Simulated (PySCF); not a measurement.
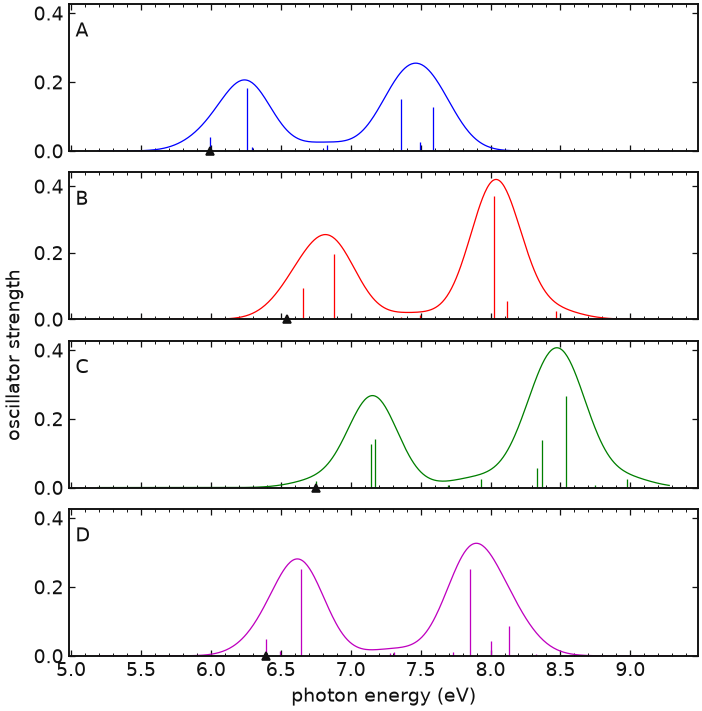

Vertical TDDFT spectra of SiAsH₅, SMILES [SiH3][AsH2] at one geometry and several levels (PySCF 2.14.0, at a PBE0-D3(BJ)/def2-SVP geometry (no frequency check)); sticks with Gaussians of 1/e half-width 0.25 eV, the triangle marks S1, which has the same leading orbital pair at all these levels. Only the lowest states were computed, so the high end is incomplete. States within 0.01 eV of each other are merged, with their strengths summed. The highest state may be half of a pair whose partner wasn't computed.

### The levels are PBE/def2-SVPD, PBE0/def2-SVP, PBE0/def2-SVPD and PBE0/def2-TZVP. Which panel is which?

A: PBE/def2-SVPD (S1 at 5.99 eV); B: PBE0/def2-TZVP (S1 at 6.54 eV); C: PBE0/def2-SVP (S1 at 6.75 eV); D: PBE0/def2-SVPD (S1 at 6.39 eV).

Caveats, for all or some of the runs: core orbitals are frozen in the response; def2-SVP has no diffuse functions, so states with Rydberg character are missing or too high; def2-TZVP has no diffuse functions, so states with Rydberg character are missing or too high; states above the negative HOMO energy depend on the basis.
